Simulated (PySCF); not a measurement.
# C2H7NSi (SMILES C=C[SiH2]N): levels of theory compared

Aim: a comparison of 6 runs (HF/3-21G, HF/def2-SVP, PBE0/3-21G, B3LYP/6-31G*, SVWN5/def2-SVP) of C2H7NSi. The job is set up through a Python script.

Program for the calculation: PySCF 2.14.0.

**1. Starting point**

C2H7NSi: 11 atoms, total charge 0, spin state singlet. SMILES: `C=C[SiH2]N`. The coordinates come from a PBE0-D4/def2-TZVP relaxation. This is one conformer, not always the lowest.

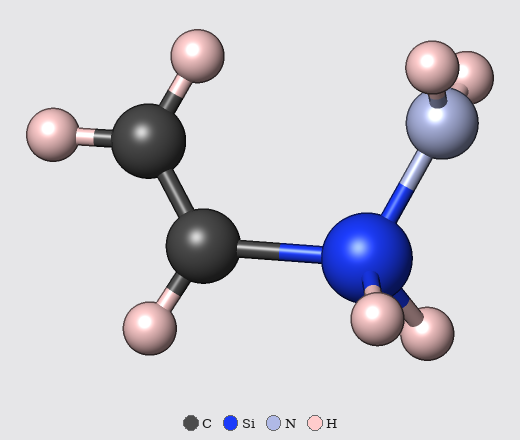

Viewed from a chosen angle; carbon dark grey, silicon blue, nitrogen light blue, hydrogen pink.

**2. Energy and gradient at HF/3-21G (run 1)**

The input, job.py:

```python
from pyscf import gto

mol = gto.Mole()
mol.atom = [
    ('C', (-0.676100, 1.337000, -0.945000)),
    ('C', (0.089300, 1.208600, 0.135100)),
    ('Si', (0.596500, -0.444500, 0.832600)),
    ('N', (0.002900, -1.803700, -0.028600)),
    ('H', (-0.967100, 2.304600, -1.344700)),
    ('H', (-1.046800, 0.465600, -1.479100)),
    ('H', (0.433000, 2.116700, 0.631600)),
    ('H', (0.099500, -0.536600, 2.232600)),
    ('H', (2.083200, -0.516700, 0.836000)),
    ('H', (0.404900, -2.086000, -0.906300)),
    ('H', (-0.953800, -2.102100, 0.056300)),
]
mol.basis = '3-21g'
mol.verbose = 3
mol.charge = 0
mol.max_memory = 1860
mol.build()

myscf = mol.RHF()
myscf.conv_tol = 1e-10
myscf.kernel()
if not myscf.converged:
    myscf = myscf.newton().run(myscf.mo_coeff, myscf.mo_occ)

energy = myscf.e_tot
print(f'total energy: {energy:.8f} hartree')
grad = myscf.nuc_grad_method().kernel()
dip = myscf.dip_moment()
pop, q = myscf.mulliken_pop()
```

The run is started by

```console
OMP_NUM_THREADS=1 python job.py
```

Output:

```text
converged SCF energy = -420.919199051072
total energy: -420.91919905 hartree
--------------- RHF gradients ---------------
         x                y                z
0 C    -0.0016914620    -0.0000542770    -0.0023930932
1 C     0.0085408496    -0.0200160669     0.0117957977
2 Si    -0.0130838853    -0.0023045196    -0.0185241685
3 N     0.0142747033     0.0101045068     0.0203642412
4 H    -0.0019339505     0.0080480544    -0.0026331086
5 H    -0.0023487177    -0.0076021541    -0.0033960735
6 H     0.0022634412     0.0068677946     0.0032858457
7 H    -0.0004806817    -0.0001348633    -0.0008026304
8 H    -0.0005927848    -0.0001417615    -0.0007283522
9 H    -0.0004887756     0.0026307678    -0.0049139334
10 H    -0.0044587364     0.0026025188    -0.0020545249
----------------------------------------------
Dipole moment(X, Y, Z, Debye): -0.99616,  0.10663, -1.40720
 ** Mulliken pop  **
pop of  0 C 1s            1.98730
pop of  0 C 2s            0.39638
pop of  0 C 3s            0.96661
pop of  0 C 2px           0.46357
pop of  0 C 2py           0.56071
pop of  0 C 2pz           0.54470
pop of  0 C 3px           0.50671
pop of  0 C 3py           0.54646
pop of  0 C 3pz           0.42350
pop of  1 C 1s            1.98817
pop of  1 C 2s            0.37005
pop of  1 C 3s            1.07927
pop of  1 C 2px           0.46211
pop of  1 C 2py           0.56188
pop of  1 C 2pz           0.53846
pop of  1 C 3px           0.54067
pop of  1 C 3py           0.71305
pop of  1 C 3pz           0.47689
pop of  2 Si 1s           1.99852
pop of  2 Si 2s           1.97152
pop of  2 Si 3s           0.67147
pop of  2 Si 4s           0.31037
pop of  2 Si 2px          1.95692
pop of  2 Si 2py          1.95461
pop of  2 Si 2pz          1.95603
pop of  2 Si 3px          0.51310
pop of  2 Si 3py          0.43519
pop of  2 Si 3pz          0.49005
pop of  2 Si 4px          0.17281
pop of  2 Si 4py          0.03973
pop of  2 Si 4pz          0.13926
pop of  3 N 1s            1.98651
pop of  3 N 2s            0.35057
pop of  3 N 3s            1.32301
pop of  3 N 2px           0.57649
pop of  3 N 2py           0.65403
pop of  3 N 2pz           0.61118
pop of  3 N 3px           0.76738
pop of  3 N 3py           0.97341
pop of  3 N 3pz           0.84941
pop of  4 H 1s            0.47224
pop of  4 H 2s            0.31412
pop of  5 H 1s            0.47340
pop of  5 H 2s            0.32685
pop of  6 H 1s            0.46329
pop of  6 H 2s            0.31624
pop of  7 H 1s            0.43287
pop of  7 H 2s            0.79825
pop of  8 H 1s            0.43288
pop of  8 H 2s            0.79834
pop of  9 H 1s            0.43954
pop of  9 H 2s            0.23223
pop of  10 H 1s           0.43957
pop of  10 H 2s           0.23214
 ** Mulliken atomic charges  **
charge of    0C =     -0.39595
charge of    1C =     -0.73054
charge of    2Si =      1.39043
charge of    3N =     -1.09199
charge of    4H =      0.21364
charge of    5H =      0.19975
charge of    6H =      0.22048
charge of    7H =     -0.23111
charge of    8H =     -0.23122
charge of    9H =      0.32824
charge of   10H =      0.32829
```

Wall time 2.8 s (1 thread of Intel Xeon at 2.70GHz, shared host); peak memory 0.12 GiB.

**3. Energy and forces at HF/def2-SVP (run 2)**

The input, job.py:

```python
from pyscf import gto

mol = gto.Mole()
mol.atom = '''
C   -0.676100   1.337000  -0.945000
C    0.089300   1.208600   0.135100
Si   0.596500  -0.444500   0.832600
N    0.002900  -1.803700  -0.028600
H   -0.967100   2.304600  -1.344700
H   -1.046800   0.465600  -1.479100
H    0.433000   2.116700   0.631600
H    0.099500  -0.536600   2.232600
H    2.083200  -0.516700   0.836000
H    0.404900  -2.086000  -0.906300
H   -0.953800  -2.102100   0.056300
'''
mol.spin = 0
mol.verbose = 4
mol.max_memory = 1860
mol.basis = 'def2-svp'
mol.build()

mf = mol.RHF()
mf.conv_tol = 1e-10
mf.kernel()
if not mf.converged:
    mf = mf.newton().run(mf.mo_coeff, mf.mo_occ)

etot = mf.e_tot
print('E(%s) = %.9f' % ('HF', etot))
grad = mf.nuc_grad_method().kernel()
dip = mf.dip_moment()
pop, q = mf.mulliken_pop()
```

The run is started by

```console
OMP_NUM_THREADS=1 python job.py
```

Output:

```text
PySCF version 2.14.0

[... 67 lines left out ...]
converged SCF energy = -423.006841250629
[... 12 lines left out ...]
Dipole moment(X, Y, Z, Debye): -0.90333, -0.09821, -1.27952
[... 68 lines left out ...]
pop of  5 H 2px           0.00526
pop of  5 H 2py           0.01377
pop of  5 H 2pz           0.00691
pop of  6 H 1s            0.74886
pop of  6 H 2s            0.16854
pop of  6 H 2px           0.00498
pop of  6 H 2py           0.01415
pop of  6 H 2pz           0.00648
pop of  7 H 1s            0.75347
pop of  7 H 2s            0.40693
pop of  7 H 2px           0.00146
pop of  7 H 2py           0.00042
pop of  7 H 2pz           0.00875
pop of  8 H 1s            0.75348
pop of  8 H 2s            0.40698
pop of  8 H 2px           0.00974
pop of  8 H 2py           0.00041
pop of  8 H 2pz           0.00048
pop of  9 H 1s            0.70603
pop of  9 H 2s            0.09566
pop of  9 H 2px           0.01283
pop of  9 H 2py           0.01296
pop of  9 H 2pz           0.02400
pop of  10 H 1s           0.70604
pop of  10 H 2s           0.09560
pop of  10 H 2px          0.02663
pop of  10 H 2py          0.01316
pop of  10 H 2pz          0.01001
 ** Mulliken atomic charges  **
charge of    0C =     -0.05289
charge of    1C =     -0.40355
charge of    2Si =      0.90116
charge of    3N =     -0.55260
charge of    4H =      0.05680
charge of    5H =      0.03914
charge of    6H =      0.05698
charge of    7H =     -0.17103
charge of    8H =     -0.17109
charge of    9H =      0.14853
charge of   10H =      0.14856
```

Run time: 11 s. Hardware: 1 thread of Intel Xeon at 2.70GHz, shared host; peak memory 0.2 GiB.

**4. Energy and gradient at PBE0/3-21G (run 3)**

The input, input.py:

```python
from pyscf import gto, dft

mol = gto.M(
    atom='''
C   -0.676100   1.337000  -0.945000
C    0.089300   1.208600   0.135100
Si   0.596500  -0.444500   0.832600
N    0.002900  -1.803700  -0.028600
H   -0.967100   2.304600  -1.344700
H   -1.046800   0.465600  -1.479100
H    0.433000   2.116700   0.631600
H    0.099500  -0.536600   2.232600
H    2.083200  -0.516700   0.836000
H    0.404900  -2.086000  -0.906300
H   -0.953800  -2.102100   0.056300
''',
    spin=0,
    max_memory=1860,
    verbose=3,
    basis='3-21g',
)

ks = dft.RKS(mol)
ks.xc = 'pbe0'
ks.grids.level = 5
ks.conv_tol = 1e-10
ks.kernel()
if not ks.converged:
    ks = ks.newton().run(ks.mo_coeff, ks.mo_occ)

e_final = ks.e_tot
print('E = %.10f Eh' % e_final)
grad = ks.nuc_grad_method().kernel()
dip = ks.dip_moment()
pop, q = ks.mulliken_pop()
```

The run is started by

```console
OMP_NUM_THREADS=1 python input.py
```

Output:

```text
converged SCF energy = -422.096117639625
E = -422.0961176396 Eh
--------------- RKS gradients ---------------
         x                y                z
0 C     0.0029116471    -0.0003645998     0.0041108145
1 C     0.0003921279    -0.0111504665     0.0003829985
2 Si    -0.0087638860    -0.0064247965    -0.0124461615
3 N     0.0080119021     0.0079278088     0.0114721501
4 H     0.0005002439    -0.0006698369     0.0007028349
5 H     0.0005567803     0.0013036324     0.0008142442
6 H    -0.0009789759    -0.0006739726    -0.0013859421
7 H     0.0012310408     0.0002541852    -0.0052095724
8 H    -0.0053301413     0.0001750706    -0.0006032822
9 H    -0.0061884578     0.0047203038     0.0059613316
10 H     0.0076560624     0.0049027970    -0.0037989291
----------------------------------------------
Dipole moment(X, Y, Z, Debye): -0.94239, -0.14299, -1.33453
 ** Mulliken pop  **
pop of  0 C 1s            1.98558
pop of  0 C 2s            0.39888
pop of  0 C 3s            0.98619
pop of  0 C 2px           0.48926
pop of  0 C 2py           0.57611
pop of  0 C 2pz           0.55953
pop of  0 C 3px           0.48807
pop of  0 C 3py           0.52069
pop of  0 C 3pz           0.41235
pop of  1 C 1s            1.98652
pop of  1 C 2s            0.37778
pop of  1 C 3s            1.06986
pop of  1 C 2px           0.48334
pop of  1 C 2py           0.57084
pop of  1 C 2pz           0.55140
pop of  1 C 3px           0.50536
pop of  1 C 3py           0.63429
pop of  1 C 3pz           0.44721
pop of  2 Si 1s           1.99841
pop of  2 Si 2s           1.96758
pop of  2 Si 3s           0.71979
pop of  2 Si 4s           0.37680
pop of  2 Si 2px          1.95209
pop of  2 Si 2py          1.94941
pop of  2 Si 2pz          1.95113
pop of  2 Si 3px          0.55653
pop of  2 Si 3py          0.47795
pop of  2 Si 3pz          0.53410
pop of  2 Si 4px          0.22475
pop of  2 Si 4py          0.08695
pop of  2 Si 4pz          0.18841
pop of  3 N 1s            1.98503
pop of  3 N 2s            0.36150
pop of  3 N 3s            1.29888
pop of  3 N 2px           0.59340
pop of  3 N 2py           0.66173
pop of  3 N 2pz           0.62435
pop of  3 N 3px           0.72224
pop of  3 N 3py           0.91321
pop of  3 N 3pz           0.79865
pop of  4 H 1s            0.47034
pop of  4 H 2s            0.31491
pop of  5 H 1s            0.47033
pop of  5 H 2s            0.33024
pop of  6 H 1s            0.46358
pop of  6 H 2s            0.31531
pop of  7 H 1s            0.43227
pop of  7 H 2s            0.71042
pop of  8 H 1s            0.43228
pop of  8 H 2s            0.71054
pop of  9 H 1s            0.44645
pop of  9 H 2s            0.23542
pop of  10 H 1s           0.44648
pop of  10 H 2s           0.23533
 ** Mulliken atomic charges  **
charge of    0C =     -0.41666
charge of    1C =     -0.62660
charge of    2Si =      1.01612
charge of    3N =     -0.95898
charge of    4H =      0.21474
charge of    5H =      0.19943
charge of    6H =      0.22111
charge of    7H =     -0.14268
charge of    8H =     -0.14282
charge of    9H =      0.31814
charge of   10H =      0.31819
```

Run time: 19 s. Hardware: 1 thread of Intel Xeon at 2.70GHz, shared host; peak memory 0.56 GiB.

Runs 4 to 5 aren't shown in full; the table further down has their settings and results.

**5. Energy and gradient at SVWN5/def2-SVP (run 6)**

The input, calc.py:

```python
from pyscf import gto, dft

molecule = gto.M(
    atom=[
    ('C', (-0.676100, 1.337000, -0.945000)),
    ('C', (0.089300, 1.208600, 0.135100)),
    ('Si', (0.596500, -0.444500, 0.832600)),
    ('N', (0.002900, -1.803700, -0.028600)),
    ('H', (-0.967100, 2.304600, -1.344700)),
    ('H', (-1.046800, 0.465600, -1.479100)),
    ('H', (0.433000, 2.116700, 0.631600)),
    ('H', (0.099500, -0.536600, 2.232600)),
    ('H', (2.083200, -0.516700, 0.836000)),
    ('H', (0.404900, -2.086000, -0.906300)),
    ('H', (-0.953800, -2.102100, 0.056300)),
],
    basis='def2-svp',
    verbose=4,
    spin=0,
    max_memory=1860,
    charge=0,
)

calc0 = dft.RKS(molecule, xc='svwn')
calc0.grids.level = 5
calc0.conv_tol = 1e-10
calc0.kernel()
if not calc0.converged:
    calc0 = calc0.newton().run(calc0.mo_coeff, calc0.mo_occ)

etot = calc0.e_tot
print('E = %.10f Eh' % etot)
grad = calc0.nuc_grad_method().kernel()
calc0.analyze()
```

The run is started by

```console
OMP_NUM_THREADS=1 python calc.py
```

Output:

```text
PySCF version 2.14.0

[... 99 lines left out ...]
Nuclear Repulsion Energy =             159.293227944905368
[... 10 lines left out ...]
MO #5   energy= -5.0139114148183   occ= 2
[... 8 lines left out ...]
MO #14  energy= -0.40450266194672  occ= 2
[... 8 lines left out ...]
MO #23  energy= 0.059975448990675  occ= 0
[... 8 lines left out ...]
MO #32  energy= 0.290160958271747  occ= 0
[... 8 lines left out ...]
MO #41  energy= 0.519637970140696  occ= 0
[... 8 lines left out ...]
MO #50  energy= 0.73426430927301   occ= 0
[... 8 lines left out ...]
MO #59  energy= 1.10905308578095   occ= 0
[... 8 lines left out ...]
MO #68  energy= 1.60892900384452   occ= 0
[... 8 lines left out ...]
MO #77  energy= 1.95780992303965   occ= 0
[... 8 lines left out ...]
MO #86  energy= 2.38973726546968   occ= 0
[... 8 lines left out ...]
MO #95  energy= 3.21611369073063   occ= 0
[... 70 lines left out ...]
pop of  5 H 2py           0.00073
pop of  5 H 2pz           0.00034
pop of  6 H 1s            0.87374
pop of  6 H 2s            0.00655
pop of  6 H 2px           0.00022
pop of  6 H 2py           0.00069
pop of  6 H 2pz           0.00024
pop of  7 H 1s            1.08034
pop of  7 H 2s            0.00333
pop of  7 H 2px           0.00040
pop of  7 H 2py           0.00011
pop of  7 H 2pz           0.00239
pop of  8 H 1s            1.08049
pop of  8 H 2s            0.00334
pop of  8 H 2px           0.00274
pop of  8 H 2py           0.00010
pop of  8 H 2pz           0.00006
pop of  9 H 1s            0.76354
pop of  9 H 2s            0.00831
pop of  9 H 2px           0.00044
pop of  9 H 2py           0.00102
pop of  9 H 2pz           0.00106
pop of  10 H 1s           0.76348
pop of  10 H 2s           0.00831
pop of  10 H 2px          0.00099
pop of  10 H 2py          0.00103
pop of  10 H 2pz          0.00049
 ** Mulliken atomic charges  **
charge of    0C =     -0.22112
charge of    1C =     -0.34279
charge of    2Si =      0.61999
charge of    3N =     -0.66386
charge of    4H =      0.11262
charge of    5H =      0.09856
charge of    6H =      0.11857
charge of    7H =     -0.08656
charge of    8H =     -0.08673
charge of    9H =      0.22564
charge of   10H =      0.22570
Dipole moment(X, Y, Z, Debye): -0.80996, -0.35962, -1.15090
```

It took 26 s on 1 thread of Intel Xeon at 2.70GHz, shared host; peak memory 0.52 GiB.

**6. Overview of the runs**

| run | level | integration grid | Cartesian functions | energy (Eh) | dipole moment (D) | HOMO energy (eV) | LUMO energy (eV) | wall time |
| --- | --- | --- | --- | --- | --- | --- | --- | --- |
| 1 | HF/3-21G | – | no | -420.919199 | 1.73 | -10.14 | 4.31 | 2.8 s |
| 2 | HF/def2-SVP | – | no | -423.006841 | 1.57 | -10.17 | 3.94 | 11 s |
| 3 | PBE0/3-21G | 5 | no | -422.096118 | 1.64 | -6.71 | 0.41 | 19 s |
| 4 | B3LYP/6-31G* (spherical functions) | 5 | no | -424.660188 | 1.54 | -6.75 | 0.13 | 43 s |
| 5 | B3LYP/6-31G* (Cartesian functions) | 5 | yes | -424.664622 | 1.54 | -6.75 | 0.13 | 36 s |
| 6 | SVWN5/def2-SVP | 5 | no | -422.095319 | 1.45 | -5.79 | -1.18 | 26 s |

**7. What came out**

| quantity | value |
| --- | --- |
| run 6: total energy | -422.09532 Eh |
| run 6: dipole moment | 1.45 D |
| run 6: HOMO energy | -5.79 eV |
| run 6: LUMO energy | -1.18 eV |
| run 6: HOMO–LUMO gap | 4.60 eV |
| run 6: largest force on an atom | 0.781 eV/Å |

What this shows: The dipole moment (its size) runs from 1.45 D (SVWN5/def2-SVP) to 1.73 D (HF/3-21G). The two ends differ in method and basis. The HOMO–LUMO gap runs from 4.60 eV (SVWN5/def2-SVP) to 14.45 eV (HF/3-21G). Totals of different functionals can't be ranked against each other. All runs together took 2.3 min, the longest 43 s.
